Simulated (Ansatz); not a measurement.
# UPBE0/cc-pVDZ run of HS (SMILES [SH])

What is the electronic atomisation energy of HS at UPBE0/cc-pVDZ? 

The calculation is run with Ansatz 0.2.0.

**1. Starting point**

HS: 2 atoms, total charge 0, spin state doublet. SMILES: `[SH]`. Geometry: relaxed at PBE0-D4/def2-TZVP.

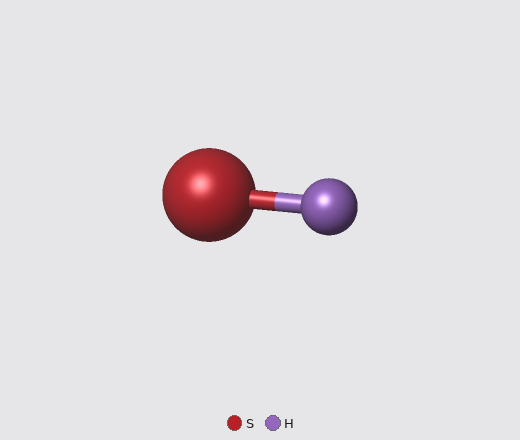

The structure, seen from a chosen angle (sulfur red, hydrogen purple).

**2. The energy at UPBE0/cc-pVDZ**

run.yaml reads:

```yaml
crystal:
  periodic: [false, false, false]
  atoms:
    - {symbol: S, position_ang: [0.574560, -0.187810, 0.295460]}
    - {symbol: H, position_ang: [-0.574560, 0.187810, -0.295460]}
basis:
  gaussian:
    orbitals: cc-pVDZ
magnetization:
  spin_polarized: true
  initial_magnetization: 1
hamiltonian:
  xc: pbe0
accuracy: high
```

The run is started by

```bash
$ ansatz run run.yaml --threads 1 --pin off --max-ram 3480MiB --events-out events.jsonl --progress --plain --runs-dir runs
```

The program printed:

```text
Warning: RAYON_NUM_THREADS=1 ignored (pool sized by the plan → 1); use --threads N
Functional definition: PBE0
  name "PBE0"
  parameter a = 0.25
  parameter kappa = 0.804
  parameter beta = 0.06672455060314922
  exchange = (1 - a)*pbe_x(kappa = kappa, mu = beta*pi^2/3) + a*exact_x
  correlation = pbe_c(beta = beta)
415 factors; integrals over basis functions are off by at most 3.0e-9 eV
mean field evaluation 1: about -10846.3534 eV, gradient 4.3e0 eV
mean field evaluation 2: about -10846.4524 eV, gradient 2.4e0 eV
mean field evaluation 4: about -10846.4857 eV, gradient 3.7e-1 eV
mean field evaluation 8: about -10846.5200 eV, gradient 3.0e-2 eV
mean field evaluation 16: about -10846.5200 eV, gradient 4.2e-6 eV
mean field -10846.52004847 eV, -398.6022597460 hartree, gradient 3.5e-8 eV, S^2 0.753513; 0 other end points of the search recorded, 0 dependent functions left out
reference -10846.52004980 eV, -398.6022597947 hartree; 9, 8 occupied and 14, 15 virtual orbitals, 415 factors
Total energy: -10846.52004980 eV, -398.6022597947 hartree
```

It took 1.4 s on 1 thread of Arm Neoverse V1, shared host; peak memory 0.091 GiB.

**3. The H atom**

run.yaml reads:

```yaml
crystal:
  periodic: [false, false, false]
  atoms:
    - {symbol: H, position_ang: [0.000000, 0.000000, 0.000000]}
basis:
  gaussian: {orbitals: cc-pVDZ}
magnetization: {spin_polarized: true, initial_magnetization: 1}
hamiltonian: {xc: {name: PBE0}}
accuracy: high
```

Run the same way, it converges to -0.50029 Eh (log not shown).

**4. The S atom at the same level**

in.yaml reads:

```yaml
crystal:
  periodic: [false, false, false]
  atoms:
    - {symbol: S, position_ang: [0.000000, 0.000000, 0.000000]}
basis:
  gaussian:
    orbitals: cc-pVDZ
magnetization:
  spin_polarized: true
  initial_magnetization: 2
hamiltonian:
  xc: {name: PBE0}
accuracy: high
```

Run the same way, it converges to -397.96769 Eh (log not shown).

**5. Outcome**

Level: UPBE0/cc-pVDZ.

```
                     quantity          value
       molecule: total energy  -398.60226 Eh
               molecule: ⟨S²⟩          0.754
         H atom: total energy    -0.50029 Eh
                 H atom: ⟨S²⟩          0.750
         S atom: total energy  -397.96769 Eh
                 S atom: ⟨S²⟩          2.003
electronic atomisation energy       3.654 eV
```

What this shows: Taking the molecule apart into free atoms costs 3.65 eV (353 kJ/mol), before zero-point energy and without spin-orbit coupling.
